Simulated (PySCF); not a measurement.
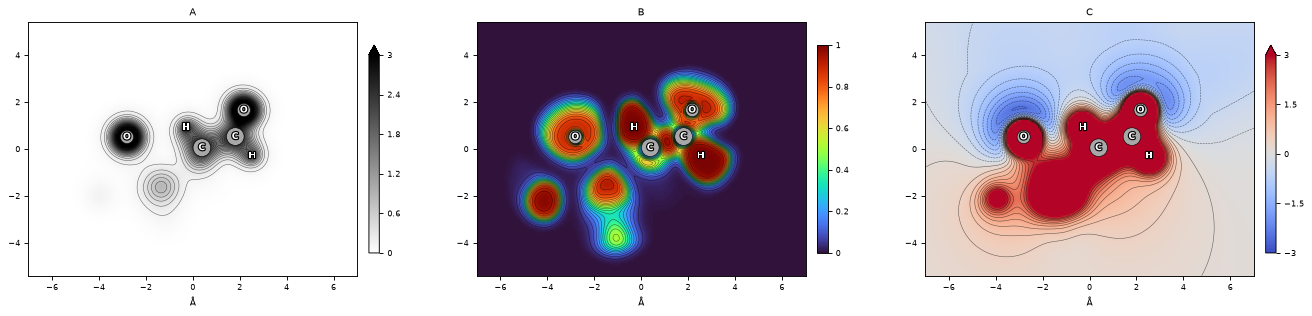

C6H12O2SSi: 3 fields on the plane of atoms C7, C6 and H17, with unlabelled colour scales. Grey discs cover the atomic cores.

Geometry: GFN2-xTB.

Method: PySCF 2.14.0, PBE0/pcSseg-1, SCF density, gas phase, non-relativistic.

Question: Match the panels to the quantities (electron density, electron localisation function and electrostatic potential).

Answer: Panel A: electron density. Panel B: electron localisation function. Panel C: electrostatic potential (strongly positive close to the atoms, with negative regions outside electron-rich atoms). From the grid: C–O (1.20 Å): the density is about 3.4 e/Å³ at the midpoint; the ELF peaks at about 0.85 between the atoms: a short, multiple covalent bond. C–C (1.50 Å): the density is about 1.8 e/Å³ at the midpoint; the ELF peaks at about 0.95 between the atoms, as expected for a covalent bond.
